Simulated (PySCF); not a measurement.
**Run report: AlB₃N₃H₇O₃, geometry relaxation (part 1 of 2)**

The run: geometry relaxation of AlB₃N₃H₇O₃, SMILES [OH][Al]([OH])[O]B1NBNBN1. Method and program: PBE0-D3(BJ)/def2-SVP geometry optimisation, gas phase (PySCF 2.14.0).

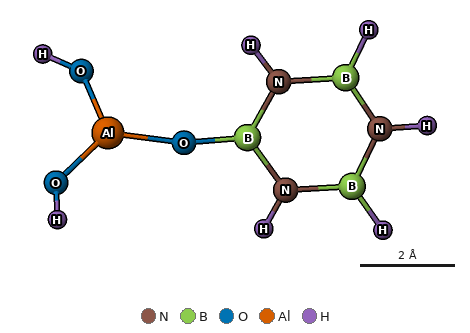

*The structure as given in the input (ball-and-stick view, seen on its broad side). Sticks mark near contacts.*

Bond lengths as drawn: Al–O 1.64 to 1.69 Å, B–H 1.19 to 1.20 Å, B–N 1.37 to 1.45 Å, B–O 1.36 Å, H–N 0.98 to 1.01 Å and H–O 0.93 to 0.94 Å.

### Input file
```
{"job": {"xc": "PBE0", "basis": "def2-SVP", "d3": "d3bj", "grid": 2, "kind": "geom", "shake": 0.01}, "charge": 0, "multiplicity": 1}
N      1.545296     0.309235     0.073454
B      2.169955     1.270831    -0.764001
N      1.346959     1.991974    -1.686660
B     -0.001245     1.809950    -1.798216
N     -0.630298     0.848030    -0.947028
B      0.115122     0.099987     0.009205
O     -0.465766    -0.799501     0.841157
Al    -1.367962    -1.967920     1.557018
O     -1.422757    -2.155093     3.231122
O     -2.271918    -2.980160     0.594683
H      2.053603    -0.202130     0.743442
H      3.340210     1.452866    -0.684557
H      1.783203     2.679204    -2.290872
H     -0.689459     2.421974    -2.560117
H     -1.622973     0.665196    -0.990423
H     -1.040724    -1.741946     3.986217
H     -2.850757    -3.702697     0.705665
```

The first line tells a small driver script what to run in PySCF; the rest is the geometry in Å.

Run as:
```bash
OMP_NUM_THREADS=1 python <driver script> task.json out
```

### The program's output
```
step   0  E = -710.53528748  max force = 0.053110
step   1  E = -710.54355270  max force = 0.003437
step   2  E = -710.54368531  max force = 0.001500
step   3  E = -710.54373487  max force = 0.001383
step   4  E = -710.54377390  max force = 0.001042
step   5  E = -710.54381045  max force = 0.000794
step   6  E = -710.54381133  max force = 0.001455
step   7  E = -710.54383222  max force = 0.000869
step   8  E = -710.54385567  max force = 0.000620
step   9  E = -710.54387492  max force = 0.000926
step  10  E = -710.54389356  max force = 0.000499
step  11  E = -710.54390791  max force = 0.000518
step  12  E = -710.54392602  max force = 0.000122
step  13  E = -710.54394843  max force = 0.000233
step  14  E = -710.54398496  max force = 0.000325
step  15  E = -710.54399842  max force = 0.000230
optimisation converged
```

### Trajectory as extended XYZ (Å, eV, eV/Å), 16 frames, from step=0 to step=15
```
17
Properties=species:S:1:pos:R:3:forces:R:3 step=0 energy=-19334.64999
N     1.5453    0.3092    0.0735   -1.1843   1.0185  -1.1876
B     2.1700    1.2708   -0.7640   -0.2644  -0.3369   0.2244
N     1.3470    1.9920   -1.6867    2.5196   0.5559  -0.0176
B    -0.0013    1.8099   -1.7982   -2.7310  -0.6331   0.1095
N    -0.6303    0.8480   -0.9470    0.1977   0.0346   0.0712
B     0.1151    0.1000    0.0092    0.4164  -0.2972   0.1766
O    -0.4658   -0.7995    0.8412    0.5847   0.8297  -0.4448
Al   -1.3680   -1.9679    1.5570   -0.5324  -0.6645   1.0429
O    -1.4228   -2.1551    3.2311   -0.4110  -0.4847  -0.5366
O    -2.2719   -2.9802    0.5947    0.5276   0.7241  -0.6344
H     2.0536   -0.2021    0.7434    0.7880  -0.6654   0.8668
H     3.3402    1.4529   -0.6846    0.5674   0.1874  -0.0628
H     1.7832    2.6792   -2.2909    0.0476  -0.0988   0.1116
H    -0.6895    2.4220   -2.5601   -0.0851   0.2779  -0.3503
H    -1.6230    0.6652   -0.9904   -0.0406   0.1273  -0.1396
H    -1.0407   -1.7420    3.9862    0.3599   0.4051   0.4725
H    -2.8508   -3.7027    0.7057   -0.7600  -0.9800   0.2982
17
Properties=species:S:1:pos:R:3:forces:R:3 step=1 energy=-19334.87490
N     1.5863    0.3827    0.0053    0.1767  -0.0693   0.1094
B     2.2377    1.3215   -0.8388    0.1098   0.0785  -0.0341
N     1.4324    2.0454   -1.7685    0.1292  -0.0139   0.0353
B     0.0267    1.8503   -1.8662   -0.1689   0.0809  -0.1248
N    -0.5725    0.9017   -0.9981   -0.1161  -0.0984   0.0571
B     0.1731    0.1398   -0.0334   -0.1241   0.0578  -0.0039
O    -0.4234   -0.7396    0.8149   -0.0203  -0.1247   0.0912
Al   -1.3907   -1.9348    1.5117    0.0567   0.1060  -0.1742
O    -1.4736   -2.1690    3.1823   -0.0053  -0.0097   0.1147
O    -2.3052   -2.9188    0.4860   -0.0144  -0.0123  -0.0201
H     2.1396   -0.1299    0.6811   -0.0422   0.0079  -0.0340
H     3.4346    1.5131   -0.7717   -0.0651  -0.0426   0.0127
H     1.8684    2.7202   -2.3792    0.0670   0.0383  -0.0303
H    -0.6320    2.4792   -2.6661   -0.0121  -0.0275   0.0183
H    -1.5697    0.7429   -1.0621    0.0030  -0.0020   0.0027
H    -1.0215   -1.6755    3.8674   -0.0049  -0.0057  -0.0640
H    -2.8676   -3.6449    0.7578    0.0309   0.0366   0.0441
17
Properties=species:S:1:pos:R:3:forces:R:3 step=2 energy=-19334.87851
N     1.5901    0.3816    0.0151   -0.0181   0.0600  -0.0366
B     2.2391    1.3195   -0.8336    0.0166   0.0059  -0.0198
N     1.4311    2.0390   -1.7663    0.0334   0.0228  -0.0086
B     0.0202    1.8477   -1.8695   -0.0389  -0.0081  -0.0112
N    -0.5816    0.9011   -0.9958    0.0712   0.0193   0.0039
B     0.1724    0.1478   -0.0301   -0.0638  -0.0436   0.0142
O    -0.4218   -0.7365    0.8142   -0.0027  -0.0764   0.0694
Al   -1.3905   -1.9307    1.5020    0.0415   0.0771  -0.0501
O    -1.4645   -2.1589    3.1752   -0.0453  -0.0534   0.0505
O    -2.3098   -2.9153    0.4827   -0.0097  -0.0025  -0.0406
H     2.1392   -0.1352    0.6896   -0.0276  -0.0036  -0.0080
H     3.4344    1.5044   -0.7690   -0.0058  -0.0047   0.0001
H     1.8739    2.7097   -2.3793    0.0134  -0.0020   0.0033
H    -0.6384    2.4702   -2.6732    0.0037  -0.0092   0.0064
H    -1.5781    0.7379   -1.0583    0.0107  -0.0040   0.0086
H    -1.0036   -1.6604    3.8495    0.0194   0.0213  -0.0227
H    -2.8693   -3.6373    0.7692    0.0020   0.0009   0.0412
17
Properties=species:S:1:pos:R:3:forces:R:3 step=3 energy=-19334.87985
N     1.5878    0.3886    0.0130   -0.0459   0.0108   0.0137
B     2.2411    1.3226   -0.8384   -0.0650  -0.0310  -0.0090
N     1.4359    2.0407   -1.7751   -0.0529  -0.0004  -0.0009
B     0.0222    1.8446   -1.8750    0.0578  -0.0400   0.0461
N    -0.5771    0.9000   -0.9943    0.0128   0.0306  -0.0139
B     0.1700    0.1466   -0.0239    0.0515   0.0313  -0.0711
O    -0.4209   -0.7402    0.8212    0.0711   0.0391  -0.0130
Al   -1.3934   -1.9301    1.5041    0.0019   0.0218   0.0341
O    -1.4676   -2.1607    3.1785   -0.0519  -0.0578  -0.0008
O    -2.3191   -2.9127    0.4891   -0.0092  -0.0004  -0.0523
H     2.1359   -0.1285    0.6867    0.0256  -0.0161   0.0218
H     3.4356    1.5006   -0.7718    0.0289   0.0099  -0.0015
H     1.8823    2.7082   -2.3904   -0.0282  -0.0266   0.0204
H    -0.6410    2.4588   -2.6800    0.0013   0.0036  -0.0051
H    -1.5732    0.7359   -1.0570   -0.0157   0.0081  -0.0112
H    -0.9981   -1.6605    3.8450    0.0320   0.0345   0.0092
H    -2.8774   -3.6292    0.7908   -0.0139  -0.0175   0.0335
17
Properties=species:S:1:pos:R:3:forces:R:3 step=4 energy=-19334.88092
N     1.5919    0.3896    0.0136   -0.0320   0.0078  -0.0007
B     2.2411    1.3214   -0.8426   -0.0212  -0.0167   0.0053
N     1.4334    2.0360   -1.7791   -0.0398  -0.0049  -0.0027
B     0.0206    1.8381   -1.8777    0.0481  -0.0162   0.0263
N    -0.5759    0.8960   -0.9942   -0.0038   0.0087  -0.0072
B     0.1752    0.1462   -0.0245    0.0191   0.0192  -0.0313
O    -0.4133   -0.7387    0.8241    0.0536   0.0140   0.0116
Al   -1.3918   -1.9238    1.5074   -0.0115   0.0070   0.0181
O    -1.4731   -2.1606    3.1813   -0.0249  -0.0273   0.0032
O    -2.3223   -2.9026    0.4919   -0.0135  -0.0075  -0.0416
H     2.1409   -0.1255    0.6886    0.0136  -0.0050   0.0062
H     3.4360    1.5026   -0.7785    0.0158   0.0068  -0.0050
H     1.8778    2.7022   -2.3961   -0.0131  -0.0087   0.0024
H    -0.6441    2.4493   -2.6837    0.0008   0.0054  -0.0070
H    -1.5721    0.7309   -1.0552   -0.0050   0.0026  -0.0058
H    -0.9987   -1.6618    3.8460    0.0200   0.0215   0.0049
H    -2.8829   -3.6147    0.8012   -0.0062  -0.0068   0.0233
17
Properties=species:S:1:pos:R:3:forces:R:3 step=5 energy=-19334.88191
N     1.5997    0.3948    0.0129    0.0160  -0.0155   0.0058
B     2.2437    1.3206   -0.8530    0.0039  -0.0019   0.0165
N     1.4283    2.0239   -1.7904    0.0023  -0.0048  -0.0038
B     0.0177    1.8189   -1.8837   -0.0030   0.0286  -0.0287
N    -0.5749    0.8829   -0.9934    0.0075  -0.0164   0.0060
B     0.1856    0.1439   -0.0232   -0.0408  -0.0016   0.0156
O    -0.3952   -0.7387    0.8339    0.0395  -0.0131   0.0254
Al   -1.3911   -1.9116    1.5145   -0.0332  -0.0157   0.0057
O    -1.4786   -2.1510    3.1895    0.0168   0.0173   0.0026
O    -2.3387   -2.8818    0.5027   -0.0025  -0.0017  -0.0012
H     2.1520   -0.1152    0.6898   -0.0025   0.0063  -0.0077
H     3.4390    1.5081   -0.7951   -0.0116  -0.0010  -0.0053
H     1.8669    2.6867   -2.4142   -0.0004   0.0129  -0.0189
H    -0.6501    2.4216   -2.6936   -0.0011   0.0067  -0.0068
H    -1.5708    0.7135   -1.0520    0.0122  -0.0012   0.0004
H    -0.9864   -1.6521    3.8425   -0.0058  -0.0052  -0.0041
H    -2.9044   -3.5803    0.8353    0.0029   0.0062  -0.0017
17
Properties=species:S:1:pos:R:3:forces:R:3 step=6 energy=-19334.88193
N     1.6108    0.3978    0.0143   -0.0080   0.0041  -0.0295
B     2.2410    1.3205   -0.8650    0.0748   0.0144   0.0163
N     1.4204    2.0135   -1.8058    0.0087  -0.0051  -0.0037
B     0.0114    1.8017   -1.8934    0.0083   0.0032   0.0021
N    -0.5674    0.8687   -0.9907   -0.0523  -0.0251  -0.0015
B     0.1985    0.1396   -0.0169   -0.0478  -0.0032   0.0196
O    -0.3755   -0.7405    0.8483    0.0304  -0.0115   0.0174
Al   -1.3905   -1.9003    1.5244   -0.0454  -0.0273   0.0003
O    -1.4837   -2.1399    3.2003    0.0379   0.0380  -0.0094
O    -2.3531   -2.8592    0.5134    0.0094   0.0059   0.0296
H     2.1698   -0.1047    0.6915   -0.0050   0.0180  -0.0180
H     3.4357    1.5152   -0.8160   -0.0088  -0.0006  -0.0038
H     1.8537    2.6727   -2.4371    0.0138   0.0098  -0.0108
H    -0.6635    2.3939   -2.7057   -0.0001  -0.0033   0.0048
H    -1.5622    0.6928   -1.0450   -0.0010  -0.0083   0.0063
H    -0.9765   -1.6431    3.8440   -0.0184  -0.0170  -0.0001
H    -2.9262   -3.5444    0.8620    0.0035   0.0078  -0.0194
17
Properties=species:S:1:pos:R:3:forces:R:3 step=7 energy=-19334.88250
N     1.6144    0.4017    0.0103    0.0097  -0.0058  -0.0089
B     2.2431    1.3217   -0.8729    0.0219   0.0091   0.0047
N     1.4166    2.0072   -1.8144    0.0185  -0.0010  -0.0035
B     0.0080    1.7899   -1.8963   -0.0171   0.0066  -0.0080
N    -0.5690    0.8592   -0.9892   -0.0069  -0.0110  -0.0029
B     0.2026    0.1378   -0.0141   -0.0447  -0.0006   0.0057
O    -0.3649   -0.7408    0.8572    0.0322  -0.0117   0.0201
Al   -1.3884   -1.8942    1.5325   -0.0382  -0.0213  -0.0066
O    -1.4828   -2.1328    3.2085    0.0352   0.0351  -0.0157
O    -2.3569   -2.8466    0.5206    0.0116   0.0077   0.0361
H     2.1769   -0.0960    0.6880   -0.0043   0.0080  -0.0058
H     3.4371    1.5198   -0.8277   -0.0080  -0.0023  -0.0005
H     1.8451    2.6652   -2.4506    0.0053   0.0043  -0.0052
H    -0.6700    2.3774   -2.7096   -0.0012  -0.0035   0.0033
H    -1.5634    0.6800   -1.0412    0.0011  -0.0038   0.0030
H    -0.9706   -1.6383    3.8502   -0.0163  -0.0146   0.0060
H    -2.9350   -3.5266    0.8712    0.0013   0.0048  -0.0218
17
Properties=species:S:1:pos:R:3:forces:R:3 step=8 energy=-19334.88314
N     1.6202    0.4055    0.0043    0.0161  -0.0081   0.0075
B     2.2433    1.3238   -0.8847   -0.0284   0.0038  -0.0088
N     1.4088    2.0000   -1.8264    0.0118  -0.0007  -0.0009
B     0.0004    1.7750   -1.8994   -0.0264   0.0016  -0.0068
N    -0.5705    0.8457   -0.9858    0.0275   0.0055  -0.0063
B     0.2090    0.1342   -0.0093   -0.0232   0.0074  -0.0142
O    -0.3488   -0.7419    0.8708    0.0305  -0.0096   0.0181
Al   -1.3837   -1.8870    1.5446   -0.0149  -0.0019  -0.0135
O    -1.4788   -2.1205    3.2205    0.0133   0.0129  -0.0142
O    -2.3558   -2.8305    0.5288    0.0091   0.0073   0.0319
H     2.1886   -0.0846    0.6822   -0.0023  -0.0048   0.0083
H     3.4361    1.5274   -0.8452    0.0001  -0.0023   0.0023
H     1.8302    2.6572   -2.4685   -0.0029  -0.0046   0.0038
H    -0.6838    2.3559   -2.7121   -0.0022  -0.0031   0.0005
H    -1.5642    0.6617   -1.0327    0.0000   0.0017  -0.0024
H    -0.9654   -1.6309    3.8644   -0.0062  -0.0045   0.0093
H    -2.9430   -3.5066    0.8711   -0.0020  -0.0006  -0.0146
```
